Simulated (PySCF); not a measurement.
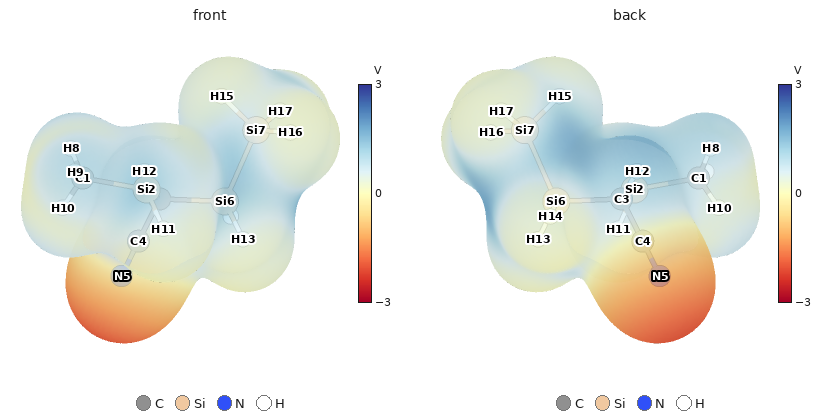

C₃H₁₀NSi₃ (SMILES C[SiH][C@H](C#N)[SiH2][SiH3]) (doublet). The molecular electrostatic potential painted on the density surface at 0.002 e/bohr³, seen from the front and from behind; the colour scale runs from red (negative) to blue (positive).

Geometry: GFN2-xTB.

Level of theory: UKS B3LYP, pcH-1 on C H N Si, non-relativistic, mean-field spin-orbit, GIAO (PySCF).

```yaml
atoms:
  - { symbol: C, position_ang: [-2.8871, 0.5507, 0.6596] }
  - { symbol: Si, position_ang: [-1.1595, -0.2392, 0.6600] }
  - { symbol: C, position_ang: [-0.1127, 0.4311, -0.8112] }
  - { symbol: C, position_ang: [-0.7123, -0.0696, -1.9929] }
  - { symbol: N, position_ang: [-1.2149, -0.5229, -2.9205] }
  - { symbol: Si, position_ang: [1.7240, -0.1299, -0.7024] }
  - { symbol: Si, position_ang: [2.6717, 0.8397, 1.1658] }
  - { symbol: H, position_ang: [-2.8405, 1.6358, 0.7119] }
  - { symbol: H, position_ang: [-3.4805, 0.2056, 1.5011] }
  - { symbol: H, position_ang: [-3.4205, 0.2890, -0.2534] }
  - { symbol: H, position_ang: [-1.2093, -1.7031, 0.6177] }
  - { symbol: H, position_ang: [-0.1575, 1.5229, -0.8312] }
  - { symbol: H, position_ang: [1.6997, -1.5986, -0.6749] }
  - { symbol: H, position_ang: [2.3700, 0.2389, -1.9714] }
  - { symbol: H, position_ang: [1.7487, 1.7269, 1.8825] }
  - { symbol: H, position_ang: [3.1282, -0.1609, 2.1314] }
  - { symbol: H, position_ang: [3.8458, 1.6452, 0.8180] }
```

Q: Where is the surface potential most negative and most positive?

A: The most negative region (about −2.0 V) lies over N5, the most positive (about +1.8 V) over Si6 and Si7. N5 is the likeliest acceptor of a hydrogen bond.
